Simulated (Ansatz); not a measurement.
# BHLYP/3-21G run of HCl (hydrogen chloride)

Aim: the electronic atomisation energy of HCl (hydrogen chloride) at BHLYP/3-21G, from 3 runs. 

The calculation is run with Ansatz 0.2.0.

56 further runs of the same task are left out: 2 that didn't finish, 54 set aside as unsound or not needed.

### 1 The molecule

HCl has 2 atoms, charge 0, and is taken as a singlet. As SMILES, `Cl`. The coordinates come from a PBE0-D4/def2-TZVP relaxation.

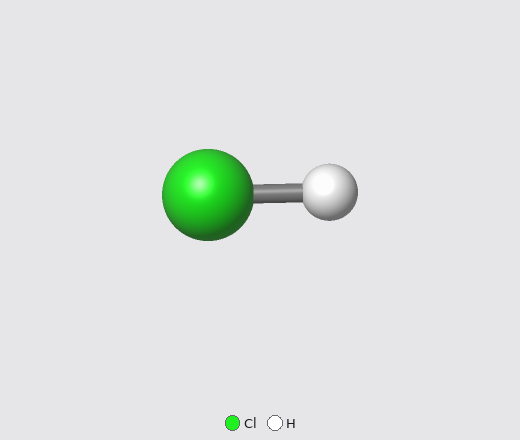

Viewed from a chosen angle; chlorine green, hydrogen white.

### 2 A single-point energy at BHLYP/3-21G

in.yaml reads:

```yaml
crystal:
  periodic: [false, false, false]
  atoms:
    - {symbol: Cl, position_ang: [0.546000, -0.178500, 0.280800]}
    - {symbol: H, position_ang: [-0.546000, 0.178500, -0.280800]}
basis:
  gaussian:
    orbitals: 3-21G.json
hamiltonian:
  xc: {name: BHLYP}
accuracy: high
```

The basis set 3-21G is read from a file made from the Basis Set Exchange's data (not shown).

The run is started by

```console
$ ansatz run in.yaml --threads 1 --pin off --max-ram 2610MiB --events-out events.jsonl --progress --plain --runs-dir runs
```

Output:

```text
Warning: RAYON_NUM_THREADS=1 ignored (pool sized by the plan → 1); use --threads N
Functional definition: BHLYP
  name "BHLYP"
  parameter a = 0.5
  exchange = (1 - a)*b88_x + a*exact_x
  correlation = lyp_c
258 factors; integrals over basis functions are off by at most 4.2e-9 eV
mean field evaluation 1: about -12478.0932 eV, gradient 1.1e1 eV
mean field evaluation 2: about -12478.4069 eV, gradient 6.1e0 eV
mean field evaluation 4: about -12478.5008 eV, gradient 1.5e-2 eV
mean field evaluation 8: about -12478.4970 eV, gradient 1.6e-4 eV
mean field -12478.49695686 eV, -458.5763049355 hartree, gradient 5.0e-8 eV, S^2 0.000000; 0 other end points of the search recorded, 0 dependent functions left out
reference -12478.49697270 eV, -458.5763055176 hartree; 9, 9 occupied and 6, 6 virtual orbitals, 258 factors
Total energy: -12478.49697270 eV, -458.5763055176 hartree
```

Run time: 0.32 s. Hardware: 1 thread of Arm Neoverse V2, shared host.

### 3 The Cl atom

job.yaml reads:

```yaml
crystal:
  periodic: [false, false, false]
  atoms:
    - {symbol: Cl, position_ang: [0.000000, 0.000000, 0.000000]}
basis:
  gaussian:
    orbitals: 3-21G.json
magnetization:
  spin_polarized: true
  initial_magnetization: 1
hamiltonian:
  xc: {name: BHLYP}
accuracy: high
```

The basis set 3-21G is read from a file made from the Basis Set Exchange's data (not shown).

Run the same way, it converges to -457.94385 Eh (log not shown).

### 4 The H atom, same level

job.yaml reads:

```yaml
crystal:
  periodic: [false, false, false]
  atoms:
    - {symbol: H, position_ang: [0.000000, 0.000000, 0.000000]}
basis:
  gaussian: {orbitals: 3-21G.json}
magnetization: {spin_polarized: true, initial_magnetization: 1}
hamiltonian: {xc: {name: BHLYP}}
accuracy: high
```

The basis set 3-21G is read from a file made from the Basis Set Exchange's data (not shown).

Run the same way, it converges to -0.49419 Eh (log not shown).

### 5 Summary of results

Level: BHLYP/3-21G.

| quantity | value |
| --- | --- |
| molecule: total energy | -458.57631 Eh |
| Cl atom: total energy | -457.94385 Eh |
| Cl atom: ⟨S²⟩ | 0.750 |
| H atom: total energy | -0.49419 Eh |
| H atom: ⟨S²⟩ | 0.750 |
| electronic atomisation energy | 3.762 eV |

**Reading.** Taking the molecule apart into free atoms costs 3.76 eV (87 kcal/mol), before zero-point energy and without spin-orbit coupling. The basis has no polarisation functions, which makes bonds too weak.
